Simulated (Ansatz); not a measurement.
**Mo2NO2 monolayer: phonons and vibrational spectra**

Wanted: vibrations and spectra of Mo2NO2 monolayer; the cell is already relaxed. After the zone centre comes a 4×4×1 q mesh on a 20×20×1 k mesh.

Program: Ansatz 0.2.0. Level of theory: DFT PBEsol, scalar-relativistic, plane waves, PAW; PAW set soft_1. Results are calculated unless marked as measured.

### 1. The starting structure

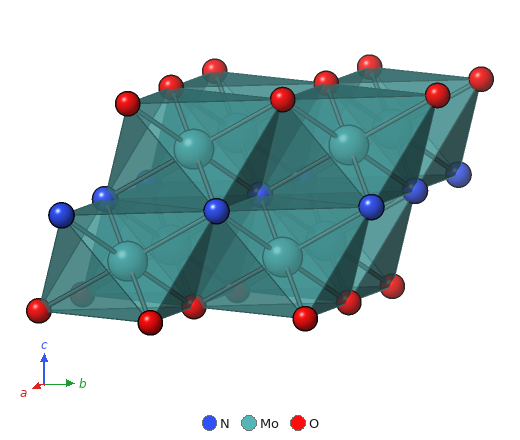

The starting structure, seen slightly off an axis (nitrogen blue, molybdenum teal, oxygen red). 2×2×1 cells are drawn. Some periodic images of atoms are drawn too.

The cell holds 5 atoms: 1 N, 2 Mo and 2 O. Its edges and angles: a = 3.128 Å, b = 3.128 Å, c = 32.600 Å, α = 90.0°, β = 90.0°, γ = 120.0°. Vacuum lies along c.

Structure file:

```cif
data_structure
_symmetry_space_group_name_H-M 'P 1'
_symmetry_Int_Tables_number 1
_cell_length_a 3.1276
_cell_length_b 3.1276
_cell_length_c 32.6000
_cell_angle_alpha 90.000
_cell_angle_beta 90.000
_cell_angle_gamma 120.000
_cell_volume 276.17
loop_
_atom_site_label
_atom_site_type_symbol
_atom_site_fract_x
_atom_site_fract_y
_atom_site_fract_z
_atom_site_occupancy
N1 N 0.00000 0.00000 0.30675 1
Mo2 Mo 0.33333 0.66667 0.33852 1
Mo3 Mo 0.66667 0.33333 0.27497 1
O4 O 0.66667 0.33333 0.37003 1
O5 O 0.33333 0.66667 0.24347 1
```

### 2. Linear response at the zone centre

The cell comes from relaxations at this level that are not shown. The zone centre comes first: it holds the modes that light can see, as far as symmetry allows. No field response is asked, since the mesh shows no gap.

input.yaml

```yaml
crystal:
  lattice:
    - [3.1275982884, 0.0, 0.0]
    - [-1.5637991442, 2.7085795706, 0.0]
    - [0.0, 0.0, 32.6]
  atoms:
    - { symbol: "N", position: [0.0, 0.0, 0.3067484663] }
    - { symbol: Mo, position: [0.3333333333, 0.6666666667, 0.3385219659] }
    - { symbol: Mo, position: [0.6666666667, 0.3333333333, 0.2749749666] }
    - { symbol: O, position: [0.6666666667, 0.3333333333, 0.3700275879] }
    - { symbol: O, position: [0.3333333333, 0.6666666667, 0.2434693446] }
  periodic: [true, true, false]
kpoints:
  mp_grid: { grid: [18, 18, 1] }
hamiltonian:
  xc: pbesol
  pseudopotentials: { kind: paw, azcp: { folder: soft_1 }, xc_functional: pbe }
scf:
  occupations: { method: methfessel_paxton, width: 0.2 }
output:
  eigenvalues: true
phonons:
  method: dfpt
```

The run is started by

```bash
$ ansatz run input.yaml --threads 8 --pin off --max-ram 16384MiB --backend cpu --events-out ev --progress --plain --runs-dir out
```

Numbers of over 12 decimals in the logs are rounded to 6 here.

What it wrote:

```text
Warning: crystal.symmetry: narrowed to the stabiliser of the run's FFT grids — unitary ops 12 → 6. A phonons.method: dfpt run fills in the rows of the dynamical matrix that it does not solve by its symmetry operations, which is exact only for operations that map its FFT grids onto themselves: filled in by any other, the frequencies could depend on the order in which like atoms are typed, or, by more than the grids' own error, on where the crystal sits among the grids' points. Excluded: 6 operations. The run can therefore solve more perturbations, solve them on more k-points, or both, and cost more. [rest of the remark cut]
Engine: ansatz 0.2.0, aarch64-unknown-linux-gnu
Pseudopotentials: kind: paw
Pseudopotential: N, paw, valence charge 5, recommended cutoff 420 eV (normal), soft_1/N.paw.azcp
Pseudopotential: Mo, paw, valence charge 14, recommended cutoff 420 eV (normal), soft_1/Mo.paw.azcp
Pseudopotential: O, paw, valence charge 6, recommended cutoff 420 eV (normal), soft_1/O.paw.azcp
Functional definition: PBEsol
  exchange = pbesol_x
  correlation = pbesol_c
Crystal: 5 atoms, lattice volume = 276.166 Å³
Basis set: ecut = 420 eV, 5353 PW (Γ), exchange–correlation on 48×48×450 points (8 copies of the dense FFT grid, shifted against one another)
Bands: 28, of which v1, the nominal top of the filled ones, is band 23 counted from 1 (22 counted from 0)
Symmetry: 12 space group operations
k-points: 91 of 324 (irreducible under 2 space group operations, time reversal used)
Non-local potential: N, projectors of the file, l = 0: 2, l = 1: 2, l = 2: 1
Non-local potential: Mo, projectors of the file, l = 0: 3, l = 1: 2, l = 2: 2, l = 3: 1
Non-local potential: O, projectors of the file, l = 0: 2, l = 1: 2, l = 2: 1
PAW form: soft (Blöchl's): semilocal exchange-correlation on the pseudo side does not see the compensation charge
PAW frozen core: N, regenerated for the run's functional, and the local potential with it (the file was generated under x = pbe(κ = 0.804, μ = 0.219515), c = pbe(β = 0.066725))
PAW frozen core: Mo, regenerated for the run's functional, and the local potential with it (the file was generated under x = pbe(κ = 0.804, μ = 0.219515), c = pbe(β = 0.066725))
PAW frozen core: O, regenerated for the run's functional, and the local potential with it (the file was generated under x = pbe(κ = 0.804, μ = 0.219515), c = pbe(β = 0.066725))
PAW one-centre angular grid: N, 110 points (default); XC on 64 Gauss nodes
PAW one-centre angular grid: Mo, 590 points (default); XC on 64 Gauss nodes
PAW one-centre angular grid: O, 110 points (default); XC on 64 Gauss nodes
Initial density: superposition of atomic densities (neutral atoms: chi_scale 0, normalization atom)
Initial wavefunctions: pseudopotential atomic-orbital guess
Functional: x = pbesol(κ = 0.804, μ = 0.123457), c = pbesol(β = 0.046)
SCF iter   1: F=—  HF=-11304.017209 eV  |F-HF|=—  |Δ(HF+E_count)|=         —  Δρ=9.79e-2  dr2=3.14e1  ethr=3.10e-3  ⟨swp⟩=12.3  Hψ=19465  notcnv=0
preconditioner: auto → LDOS  [metal: Δε(μ)=0.043 eV  Ē_g=11.813 eV  σ=0.200 eV  W_gap=0.18  n_scr=20 (ndim 8)  ℏωp=12.0 eV  f_vac=0.776  D(μ)=2.20/eV (n_scr^D=12)  β→1.0]
SCF iter   2: F=—  HF=-11301.807480 eV  |F-HF|=—  |Δ(HF+E_count)|=    2.21e0  S|Δr|=    0.00e0  Δρ=1.24e-1  dr2=4.68e1  ethr=3.10e-3  ⟨swp⟩=6.3  Hψ=10346  notcnv=0  defer=87
SCF iter   3: F=—  HF=-11295.951346 eV  |F-HF|=—  |Δ(HF+E_count)|=    5.86e0  S|Δr|=    0.00e0  Δρ=1.48e-2  dr2=5.53e-1  ethr=3.10e-3  ⟨swp⟩=5.1  Hψ=9050  notcnv=0  defer=4
SCF iter   4: F=—  HF=-11295.865362 eV  |F-HF|=—  |Δ(HF+E_count)|=   8.60e-2  S|Δr|=    0.00e0  Δρ=4.51e-3  dr2=1.70e-1  ethr=1.23e-3  ⟨swp⟩=3.3  Hψ=6572  notcnv=0  defer=81
SCF iter   5: F=—  HF=-11295.842744 eV  |F-HF|=—  |Δ(HF+E_count)|=   2.26e-2  S|Δr|=    0.00e0  Δρ=3.22e-3  dr2=4.27e-2  ethr=3.79e-4  ⟨swp⟩=3.2  Hψ=5335  notcnv=0  defer=81
SCF iter   6: F=—  HF=-11295.836061 eV  |F-HF|=—  |Δ(HF+E_count)|=   6.68e-3  S|Δr|=    0.00e0  Δρ=9.17e-4  dr2=5.26e-3  ethr=9.48e-5  ⟨swp⟩=3.1  Hψ=4392  notcnv=0  defer=81
SCF iter   7: F=—  HF=-11295.835411 eV  |F-HF|=—  |Δ(HF+E_count)|=   6.49e-4  S|Δr|=    0.00e0  Δρ=2.43e-4  dr2=2.74e-4  ethr=1.17e-5  ⟨swp⟩=3.1  Hψ=5428  notcnv=0  defer=81
SCF iter   8: F=—  HF=-11295.835396 eV  |F-HF|=—  |Δ(HF+E_count)|=   1.57e-5  S|Δr|=    0.00e0  Δρ=1.08e-4  dr2=3.46e-5  ethr=6.10e-7  ⟨swp⟩=3.9  Hψ=6212  notcnv=0  defer=81
SCF iter   9: F=—  HF=-11295.835382 eV  |F-HF|=—  |Δ(HF+E_count)|=   1.39e-5  S|Δr|=    0.00e0  Δρ=2.00e-5  dr2=1.06e-6  ethr=7.68e-8  ⟨swp⟩=3.9  Hψ=6377  notcnv=0  defer=81
SCF iter  10: F=—  HF=-11295.835196 eV  |F-HF|=—  |Δ(HF+E_count)|=   1.86e-4  S|Δr|=    0.00e0  Δρ=5.80e-6  dr2=5.46e-8  ethr=2.36e-9  ⟨swp⟩=3.5  Hψ=6126  notcnv=0  defer=81
SCF iter  11: F=—  HF=-11295.835196 eV  |F-HF|=—  |Δ(HF+E_count)|=   1.02e-7  S|Δr|=    0.00e0  Δρ=7.89e-7  dr2=1.47e-9  ethr=1.21e-10  ⟨swp⟩=3.4  Hψ=6056  notcnv=0  defer=81
SCF iter  12: F=—  HF=-11295.835196 eV  |F-HF|=—  |Δ(HF+E_count)|=   1.70e-8  S|Δr|=    0.00e0  Δρ=2.87e-7  dr2=2.20e-10  ethr=3.26e-12  ⟨swp⟩=4.1  Hψ=6755  notcnv=0  defer=81
SCF iter  13: F=-11295.835196 eV  HF=-11295.835196 eV  |F-HF|=2.91e-10  |Δ(HF+E_count)|=   2.00e-9  S|Δr|=    0.00e0  Δρ=5.47e-8  dr2=6.00e-12  ethr=1.00e-12  ⟨swp⟩=21.5  Hψ=27888  notcnv=0
SCF 1 converged in 13 iterations: F = -11295.835196 eV  dr2 = 6.00e-12
  greatest PAW one-centre occupation: 0.999 electrons in one spin orbital (limit 2), on the Mo atom at site 2 (counted from 0), in its partial waves of l = 0
DFPT response loops at Γ: preconditioner auto → none (partly filled bands, converged f_vac=0.788); β = 0.50; Broyden in place of MSR1
SCF converged after 13 iterations
Stability not checked: this state was not tested for a lower state beside it, because cold or Methfessel-Paxton smearing, or corrected tetrahedra, fill the levels in a way that the test cannot read (fill_not_monotonic; see scf.lower_state_search)
Free energy (F): -11295.835196 eV
Harris-Foulkes:  -11295.835196 eV  (|F-HF|=2.91e-10)
Internal energy: -11295.834768 eV  (E = F + TS)
E sigma→0 (E₀):  -11295.835089 eV
Entropy (-TS):   -0.000428 eV (-0.086 meV/atom)
Fermi energy:    -6.094093 eV
--- Per-component energies (eV) ---
  E_band       = -1172.547300
  E_kinetic    = 1311.514032
  E_local      = -143372.757154  (includes V_loc(G=0)·N_el)
  E_nonlocal   = 439.478213
  E_hartree    = 70784.861030
  E_xc         = -550.610004
  E_vxc        = -694.718740  (∫ρ·V_xc dr)
  E_paw        = -6743.938177  (= ΣΔE_a)
  E_vpaw       = -425.788230  (= ΣTr[D̂ρ^β])
  E_aug_tail   = 0.002502  (compensation charges beyond the density's cutoff)
  E_ewald      = 66835.097517
  E_core_change = 0.517275  (= ΣΔE_core)
  E_smearing   = -0.000428  (= −TS)
  E_closure    = -0.000000  (closes the sum)
  Σ components = -11295.835196   (vs F -11295.835196, Δ=0.00e0)
--- Band table (eV; the first three rows and the last of 91) ---
  k-point 0: bands = [... 19 lower, -9.1662, -8.6671, -8.6671, -6.4131, -5.3316, -5.3316, -4.4318, -3.4678, ... 1 higher]
  k-point 1: bands = [... 19 lower, -9.0847, -8.3620, -8.3431, -6.5203, -5.3073, -5.2077, -4.4181, -3.5280, ... 1 higher]
  k-point 2: bands = [... 19 lower, -8.9605, -8.0576, -7.8841, -6.6386, -5.2156, -4.9877, -4.3800, -3.6261, ... 1 higher]
  k-point 90: bands = [... 19 lower, -9.6542, -7.5039, -6.8004, -6.1221, -4.8586, -4.2638, -4.0578, -3.2425, ... 1 higher]
--- Phonons (Γ-DFPT): 10 representative perturbations + reference, on 91 of 324 k-points (Σ response iterations 64) ---
  ASR residual: 4.757e-5 → 0.000e0 eV/Å²; symmetrization residual: 1.123e-5 eV/Å²
  The last average, over the group as it would stand without the narrowing to the FFT grids, took up to 1.604e-6 eV/Å² of the zone centre's force constants
  ASR residual per site (eV/Å²): 4.76e-5 2.07e-5 1.87e-5 4.39e-5 4.35e-5
  Γ frequencies (cm⁻¹): 0.00 0.00 0.00 150.94 150.94 285.51 360.59 360.59 396.61 396.61 479.77 536.46 542.75 685.29 685.29
  non-analytic LO–TO correction: not included (Born effective charges unavailable; polar crystals: no LO–TO splitting at Γ)
```

Elapsed: 2.4 min, on 8 threads of Arm Neoverse V2, shared host; peak memory 2.5 GiB; 18 min of CPU time.

In the SCF lines HF is the Harris–Foulkes energy and dr2 the Hartree energy of the density residual, in eV; the loop may stop once dr2 is under the threshold and the program's other checks hold. Hψ counts applications of the Hamiltonian.

This run has no spin polarisation, although Mo can carry a moment.

This step gave:

* gap on the k-mesh: 0 eV
* sum-rule residual before enforcement: 4.76e-5 eV/Å²
* point group: -3m
* area per atom: 1.694 Å²
* highest optical mode at the zone centre (no LO-TO term): 685.3 cm⁻¹
* lowest optical zone-centre mode: 150.9 cm⁻¹

Patterns of degenerate modes are one choice out of their space. The modes at Γ (shares of kinetic energy by element, %):

```tsv
mode	frequency (cm⁻¹)	symmetry	N %	Mo %	O %
1	0.0	acoustic	6	81	13
2	0.0	acoustic	6	81	13
3	0.0	acoustic	6	81	13
4	150.9	Eg	0	92	8
5	150.9	Eg	0	92	8
6	285.5	A1g	0	83	17
7	360.6	Eu	1	16	84
8	360.6	Eu	1	16	84
9	396.6	Eg	0	8	92
10	396.6	Eg	0	8	92
11	479.8	A2u	68	15	17
12	536.5	A2u	26	4	70
13	542.8	A1g	0	17	83
14	685.3	Eu	94	4	3
15	685.3	Eu	94	4	3
```

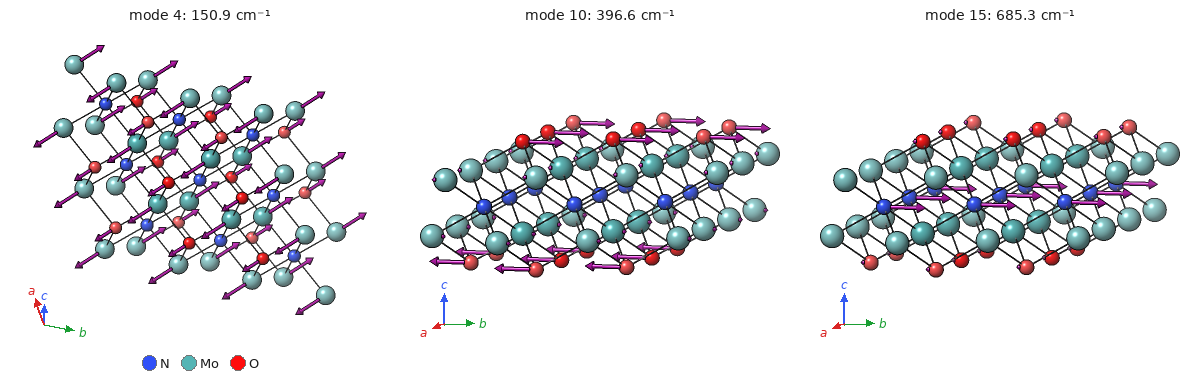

Displacement patterns of modes 4, 10 and 15 at Γ; arrows are exaggerated. 2×2×1 cells are drawn. Some periodic images of atoms are drawn too.

Before it was imposed, the acoustic sum rule was missed by 4.8e-5 eV/Å². Small misses are needed for a sound result but don't prove that mesh and cutoff are converged. The lowest optical mode is real, 151 cm⁻¹.

### 3. Phonons on a q mesh

Stability and thermal properties need the whole zone. Linear response on a 4×4×1 q mesh gives force constants as far as a supercell of that size would.

input.yaml: that of step 2 with these lines changed.

```diff
@@ -13,3 +13,3 @@
 kpoints:
-  mp_grid: { grid: [18, 18, 1] }
+  mp_grid: { grid: [20, 20, 1] }
 hamiltonian:
@@ -23 +23,10 @@
   method: dfpt
+  qmesh: [4, 4, 1]
+  temperatures: { t_max: 1000, t_step: 50 }
+  qpath:
+    path:
+      - [0.0, 0.0, 0.0]
+      - [0.5, 0.0, 0.0]
+      - [0.33333333, 0.33333333, 0.0]
+      - [0.0, 0.0, 0.0]
+    npoints: 10
```

What it wrote:

```text
[...]
Crystal: 5 atoms, lattice volume = 276.166 Å³
Basis set: ecut = 420 eV, 5353 PW (Γ), exchange–correlation on 48×48×450 points (8 copies of the dense FFT grid, shifted against one another)
Bands: 28, of which v1, the nominal top of the filled ones, is band 23 counted from 1 (22 counted from 0)
Symmetry: 12 space group operations
k-points: 44 of 400 (irreducible under 6 space group operations, time reversal used)
[...]
SCF iter   1: F=—  HF=-11304.017048 eV  |F-HF|=—  |Δ(HF+E_count)|=         —  Δρ=9.79e-2  dr2=3.14e1  ethr=3.10e-3  ⟨swp⟩=12.2  Hψ=9415  notcnv=0
[...]
SCF iter  13: F=-11295.835298 eV  HF=-11295.835298 eV  |F-HF|=2.91e-11  |Δ(HF+E_count)|=   1.15e-9  S|Δr|=    0.00e0  Δρ=4.03e-8  dr2=3.81e-12  ethr=1.00e-12  ⟨swp⟩=20.9  Hψ=13138  notcnv=0
SCF 1 converged in 13 iterations: F = -11295.835298 eV  dr2 = 3.81e-12
[...]
phonons: the bands overlap, so this run is a metal and interpolates without the dipole-dipole term. If the crystal is really an insulator or semiconductor, its LO-TO splitting is missing
NSCF: frozen V_eff on 44 k-points
WARN: eigensolver did not converge (k=24): 1 band(s) unlocked after 2 eigensolves, warm-restarted (20 sweeps on the last) at ethr=1.39e-12 eV (storage-precision floor; scheduled 1.00e-12 eV) (lowest unlocked band 27, counted from 0; max residual 5.63e-6 eV among the unlocked bands, 5.63e-6 eV over every band; other slots of this pass that fall short are told together in one closing line; warning suppressed until the next SCF loop or pass starts)
WARN: eigensolver did not converge in 2 slots of this pass, the one above among them; of largest residual over every band (k=24): 1 band(s) unlocked (lowest unlocked band 27, counted from 0; max residual 5.63e-6 eV among the unlocked bands, 5.63e-6 eV over every band); of lowest unlocked band (k=24): band 27
[...]
DFPT response loops at q = (0, 0, 0) (fractional): preconditioner auto → none (partly filled bands, converged f_vac=0.788); β = 0.50; Broyden in place of MSR1
[...]
SCF converged after 13 iterations
[...]
Free energy (F): -11295.835298 eV
[...]
Internal energy: -11295.835617 eV  (E = F + TS)
E sigma→0 (E₀):  -11295.835378 eV
Entropy (-TS):   0.000319 eV (0.064 meV/atom)
Fermi energy:    -6.094600 eV
[...]
--- Band table (eV; the first three rows and the last of 44) ---
  k-point 0: bands = [... 19 lower, -9.1663, -8.6673, -8.6673, -6.4133, -5.3319, -5.3319, -4.4319, -3.4679, ... 1 higher]
  k-point 1: bands = [... 19 lower, -9.0986, -8.4005, -8.3888, -6.5039, -5.3124, -5.2285, -4.4208, -3.5180, ... 1 higher]
  k-point 2: bands = [... 19 lower, -8.9772, -8.1045, -7.9733, -6.6288, -5.2414, -5.0300, -4.3893, -3.6115, ... 1 higher]
  k-point 43: bands = [... 19 lower, -10.0987, -7.0640, -6.9165, -6.7407, -4.5540, -4.4233, -3.8491, -2.3325, ... 1 higher]
--- Phonons (Γ-DFPT): 10 representative perturbations + reference (Σ response iterations 54) ---
  ASR residual: 4.313e-5 → 0.000e0 eV/Å²; symmetrization residual: 1.021e-5 eV/Å²
[...]
ASR residual per site (eV/Å²): 6.21e-6 1.30e-5 1.37e-5 4.31e-5 4.06e-5
[...]
--- Phonons (arbitrary-q DFPT): 4 irreducible q on the 4×4×1 mesh ---
  q = [0.0000, 0.0000, 0.0000] (star 1, of the zone-centre solve; hermiticity 7.07e-7, symmetrization 2.69e-13, taken by the last average 1.15e-7): -0.00 0.00 0.00 152.89 152.89 285.51 360.69 360.69 398.76 398.76 479.93 536.53 542.88 685.33 685.33
  q = [0.0000, 0.2500, 0.0000] (star 6, 15 solved perturbations on 210 of 400 k-point pairs; hermiticity 4.94e-7, symmetrization 1.05e-10, taken by the last average 8.50e-8): -164.24 -78.28 81.53 162.92 165.73 236.83 348.40 369.87 392.01 423.18 487.29 502.54 527.13 690.70 698.70
[...]
q = [0.2500, 0.2500, 0.0000] (star 6, 10 solved perturbations in 3050 linear systems a pass and spin channel, the states on 400 of 400 k-point pairs; hermiticity 3.28e-7, symmetrization 1.04e-10, taken by the last average 9.71e-8): -138.12 82.82 150.16 163.52 182.20 289.50 354.60 393.74 405.53 405.94 478.29 480.04 522.09 686.57 717.48
  sum rule: each row above includes the acoustic sum rule's correction from the zone centre's row sums; it moved no ω² by more than (0.86 cm⁻¹)²
  mesh force constants: q→R imaginary residual 5.76e-18; ASR residual 4.313e-5 → 0.000e0 eV/Å²; symmetrization residual 1.066e-14 eV/Å²
  interpolated dispersion: 31 rows × 15 modes
  density of states and harmonic sums: on the 24×24×1 q-mesh, interpolated from the force constants of a 4×4×1 supercell (no non-analytic term)
  largest difference from the sums on the solved wave vectors: F 3.73e-2 eV, S 4.31e-5 and C_V 1.13e-5 eV/K
  zero-point energy: 0.321441 eV/cell   skipped modes (ω ≤ 0): 100, of them read as no rigid motion or as one in doubt: 97 (1.615e0 modes/cell left out, lowest -169.74 cm⁻¹)   left out of the sums: 1.08e-1 of the cell's modes: C_V's classical limit lies that fraction below 3 k_B per atom; for a crystal, a wire or a layer, F and S can be off by more, and a phonons.interpolated_qmesh denser along its periods is the remedy for the sampling
```

Elapsed: 17 min, on 8 threads; peak memory 5.8 GiB.

This step gave:

```yaml
sum_rule_residual_before_enforcement: 4.31e-5 eV/Å²
lowest_frequency_on_the_path: -169.7 cm⁻¹
highest_frequency_on_the_path_or_at_a_solved_wavevector: 719.5 cm⁻¹
lowest_optical_zone_centre_mode: 152.9 cm⁻¹
lowest_mode_on_the_q_mesh_acoustic_modes_at_gamma_apart: -164.2 cm⁻¹
```

Frequencies (cm⁻¹) solved at each irreducible wavevector; negative means imaginary. Frequencies by wavevector, by row:

```tsv
q in reciprocal lattice units	star	mode 1	mode 2	mode 3	mode 4	mode 13	mode 14	mode 15
0 0 0	1	0	0	0	152.9	542.9	685.3	685.3
0 0.25 0	6	-164.2	-78.3	81.5	162.9	527.1	690.7	698.7
0 -0.5 0	3	-132.7	-42.9	153.5	175.3	509.1	656.2	697.9
0.25 0.25 0	6	-138.1	82.8	150.2	163.5	522.1	686.6	717.5
```

Interpolated from a 4×4×1 q mesh. Phonon branches along the path, in cm⁻¹:

```tsv
point	branch 1	branch 2	branch 3	branch 4	branch 12	branch 13	branch 14	branch 15
Γ	0	0	0	153	536	543	685	685
M	-133	-43	154	175	493	509	656	698
K	34	94	94	176	477	520	714	714
Γ	0	0	0	153	536	543	685	685
```

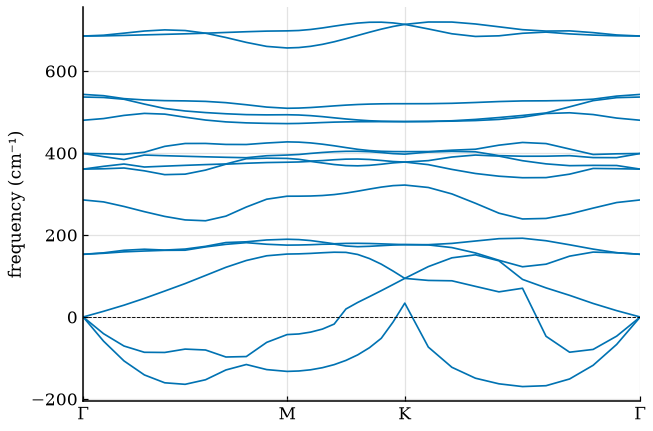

Phonon branches along the path.

The phonon density of states has structure finer than the step of the table below, so its rows give means over 50 cm⁻¹, whole bins alone (the curve runs from -175 to 725 cm⁻¹). Peaks (cm⁻¹: height): -165.0: 0.0208, 155.0: 0.0476, 175.0: 0.0652, 395.0: 0.0856, 475.0: 0.0687, 525.0: 0.0671, 695.0: 0.0713.

Tetrahedra on a 24×24×1 mesh, mean over bins of 10 cm-1. Interpolated from a 4×4×1 q mesh. The phonon density of states by wavenumber; means over each step:

```tsv
wavenumber (cm⁻¹)	phonon density of states (1/cm⁻¹/cell)
-150	0.0135
-100	0.0100
-50	0.00758
0	0.00305
50	0.00824
100	0.00701
150	0.0315
200	0.0190
250	0.0117
300	0.00825
350	0.0232
400	0.0530
450	0.0107
500	0.0443
550	0.00888
600	0
650	0.00410
700	0.0357
```

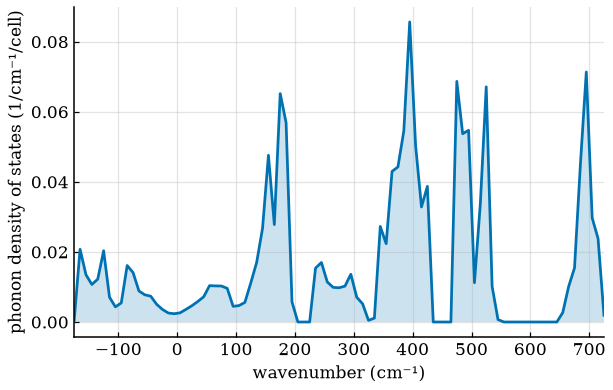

Phonon density of states, plotted against wavenumber.

(Continued in part 2 of 2.)

[Logs are printed without paths, hosts, clocks, repeated set-up lines and the standing remarks that a program may print on its own settings, such as how far it seeks lower states.]

[Hosts, paths, dates, database ids (printed as entryN), source tags and the programs' standing remarks are cut or masked in the printed files.]
